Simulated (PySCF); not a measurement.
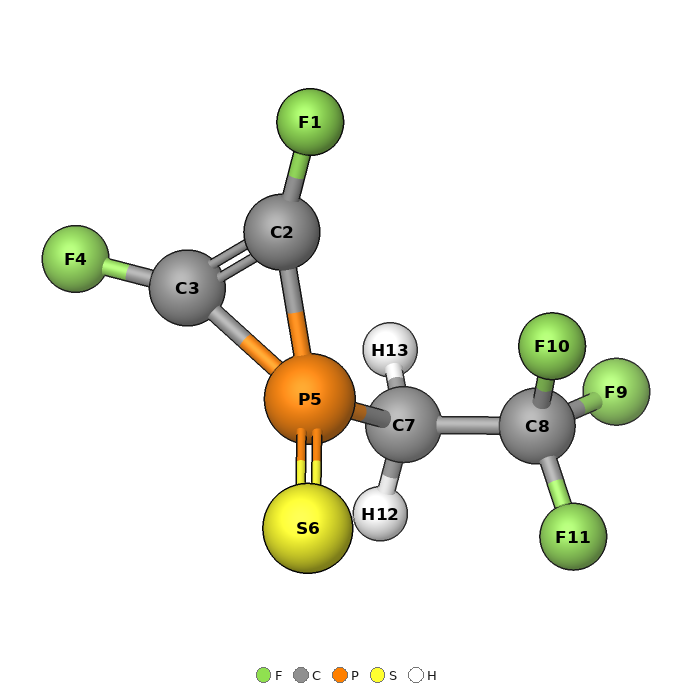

The computed structure is the end point of a GFN2-xTB optimisation. No frequency run is at hand to confirm it as a minimum. Electric field gradients from the ground-state density, PBE0/pcSseg-1 (PySCF 2.14.0), non-relativistic apart from any core potentials.

Give the largest field-gradient component, the quadrupole coupling constant and the asymmetry for 33S at S6 (Q = −67.81 mb), 2H at H12 (Q = 2.86 mb), 2H at H13 (Q = 2.86 mb).

```csv
atom,V_zz (a.u.),e²qQ/h (MHz),η
S6,2.183,−34.8,0.41
H12,0.296,0.199,0.03
H13,0.298,0.200,0.03
```

The geometry is semi-empirical. Around P such bond lengths and angles can be off by a tenth of an ångström or more and by several degrees, and values that hang on the shape move with them.
